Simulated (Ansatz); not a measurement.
# CAM-B3LYP/def2-SVP run of C2H3F3 (SMILES FCC(F)F)

What is the electronic atomisation energy of C2H3F3 at CAM-B3LYP/def2-SVP? 

The results are computed with Ansatz 0.2.0.

54 further runs of the same task are left out: 54 set aside as unsound or not needed.

### 1 The system as given

C2H3F3 has 8 atoms, charge 0, and is taken as a singlet. SMILES: `FCC(F)F`. The shape is that of a PBE0-D4/def2-TZVP optimisation. This is one conformer, not always the lowest.

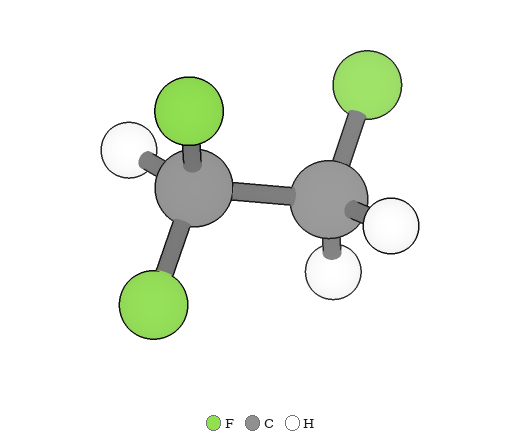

The structure, seen from a chosen angle (fluorine green, carbon grey, hydrogen white).

### 2 The energy at CAM-B3LYP/def2-SVP

Contents of in.yaml:

```yaml
crystal:
  periodic: [false, false, false]
  atoms:
    - symbol: F
      position_ang: [-1.142800, -0.681000, 1.163100]
    - symbol: C
      position_ang: [-0.188200, 0.195100, 0.711800]
    - symbol: C
      position_ang: [0.172900, -0.152400, -0.711300]
    - symbol: F
      position_ang: [0.824200, -1.335800, -0.756500]
    - symbol: F
      position_ang: [1.011700, 0.803600, -1.182200]
    - symbol: H
      position_ang: [0.701700, 0.118900, 1.342500]
    - symbol: H
      position_ang: [-0.588500, 1.211500, 0.747300]
    - symbol: H
      position_ang: [-0.698800, -0.217000, -1.370500]
basis:
  gaussian:
    orbitals: def2-SVP
hamiltonian:
  xc: {name: CAM-B3LYP}
accuracy: high
output:
  orbitals: {seedname: orbitals}
```

On the command line:

```console
$ ansatz run in.yaml --threads 1 --pin off --max-ram 3480MiB --events-out events.jsonl --progress --plain --runs-dir runs
```

The log of the run:

```text
Warning: RAYON_NUM_THREADS=1 ignored (pool sized by the plan → 1); use --threads N
Functional definition: CAM-B3LYP
  name "CAM-B3LYP"
  parameter alpha = 0.19
  parameter beta = 0.46
  parameter omega = 0.33/bohr
  parameter ac = 0.81
  exchange = (1 - alpha - beta)*b88_x + beta*b88_x_sr(omega) + alpha*exact_x + beta*exact_x_lr(omega)
  correlation = (1 - ac)*vwn5_c + ac*lyp_c
1972 factors; integrals over basis functions are off by at most 3.4e-9 eV
324 factors; integrals over basis functions are off by at most 2.0e-9 eV
mean field evaluation 1: about -10260.3045 eV, gradient 3.4e1 eV
mean field evaluation 2: about -10260.4475 eV, gradient 3.5e1 eV
mean field evaluation 4: about -10262.1196 eV, gradient 1.1e0 eV
mean field evaluation 8: about -10262.3026 eV, gradient 1.4e-1 eV
mean field evaluation 16: about -10262.3026 eV, gradient 1.4e-5 eV
mean field -10262.30259761 eV, -377.1326644238 hartree, gradient 2.9e-8 eV, S^2 0.000000; 0 other end points of the search recorded, 0 dependent functions left out
reference -10262.30261305 eV, -377.1326649912 hartree; 21, 21 occupied and 64, 64 virtual orbitals, 1972 factors
Total energy: -10262.30261305 eV, -377.1326649912 hartree
```

Run time: 7.5 s. Hardware: 1 thread of Arm Neoverse V1, shared host; peak memory 0.3 GiB.

### 3 The C atom at the same level

Contents of input.yaml:

```yaml
basis:
  gaussian:
    orbitals: def2-SVP
crystal:
  periodic: [false, false, false]
  atoms:
    - {symbol: C, position_ang: [0.000000, 0.000000, 0.000000]}
magnetization:
  spin_polarized: true
  initial_magnetization: 2
accuracy: high
hamiltonian:
  xc: {name: CAM-B3LYP}
```

Run the same way, it converges to -37.79154 Eh (log not shown).

### 4 The F atom

Contents of molecule.yaml:

```yaml
basis:
  gaussian:
    orbitals: def2-SVP
crystal:
  periodic: [false, false, false]
  atoms:
    - {symbol: F, position_ang: [0.000000, 0.000000, 0.000000]}
magnetization:
  spin_polarized: true
  initial_magnetization: 1
hamiltonian:
  xc: {name: CAM-B3LYP}
accuracy: high
```

Run the same way, it converges to -99.61656 Eh (log not shown).

### 5 The H atom

Contents of job.yaml:

```yaml
crystal:
  periodic: [false, false, false]
  atoms:
    - symbol: H
      position_ang: [0.000000, 0.000000, 0.000000]
basis:
  gaussian: {orbitals: def2-SVP}
total_charge: 0
magnetization: {spin_polarized: true, initial_magnetization: 1}
hamiltonian: {xc: {name: CAM-B3LYP}}
accuracy: high
```

Run the same way, it converges to -0.49790 Eh (log not shown).

### 6 Outcome

At CAM-B3LYP/def2-SVP:

| quantity | value |
| --- | --- |
| molecule: total energy | -377.13266 Eh |
| molecule: HOMO energy | -11.01 eV |
| molecule: LUMO energy | 3.09 eV |
| molecule: HOMO–LUMO gap | 14.10 eV |
| C atom: total energy | -37.79154 Eh |
| C atom: ⟨S²⟩ | 2.002 |
| F atom: total energy | -99.61656 Eh |
| F atom: ⟨S²⟩ | 0.751 |
| H atom: total energy | -0.49790 Eh |
| H atom: ⟨S²⟩ | 0.750 |
| electronic atomisation energy | 32.823 eV |

What this shows: Taking the molecule apart into free atoms costs 32.82 eV (757 kcal/mol), before zero-point energy and without spin-orbit coupling.
